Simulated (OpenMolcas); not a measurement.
## CH3ClF2Si: a line through the functionals

CH3ClF2Si: 8 atoms, total charge 0, spin state singlet. SMILES: `C[Si](F)(F)Cl`. Geometry: relaxed at PBE0-D4/def2-TZVP.

The vertical ionisation energy (to the doublet cation) y, in eV, basis def2-SVP; a is the functional's share of exact exchange. Programs: OpenMolcas 26.06.

| functional | program | a | y (eV) |
| --- | --- | --- | --- |
| PBE | OpenMolcas | 0 | 11.46 |
| r2SCAN | OpenMolcas | 0 | 11.79 |
| B3LYP | OpenMolcas | 0.2 | ? |
| PBE0 | OpenMolcas | 0.25 | 11.98 |
| BHLYP | OpenMolcas | 0.5 | 12.20 |

Question: Fit y = c + s·a to the known rows and predict B3LYP.

Answer: 
1. Means of the 4 rows: a = 0.1875, y = 11.857.
2. Σ(Δa)² = 0.17188, Σ(Δa·Δy) = 0.20187, so the slope is 0.20187/0.17188 = 1.1745.
3. Intercept: 11.857 − (1.1745) × 0.1875 = 11.637. The largest residual of the fit is 0.18.
4. B3LYP: 11.637 + (1.1745) × 0.2 = 11.87 eV.

The run gave 11.86 eV, so the prediction is off by +0.01 eV, within the largest residual. The rows mix families of semi-local functionals, which the line can't see.

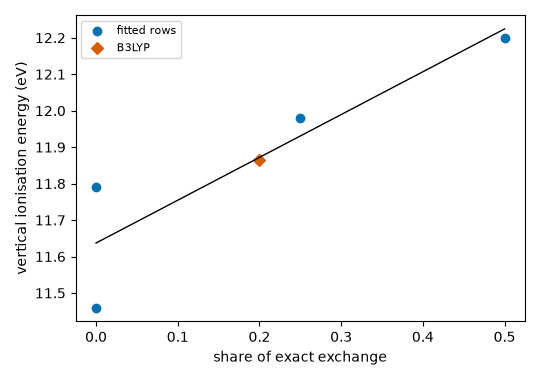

The fitted line, with the withheld row.
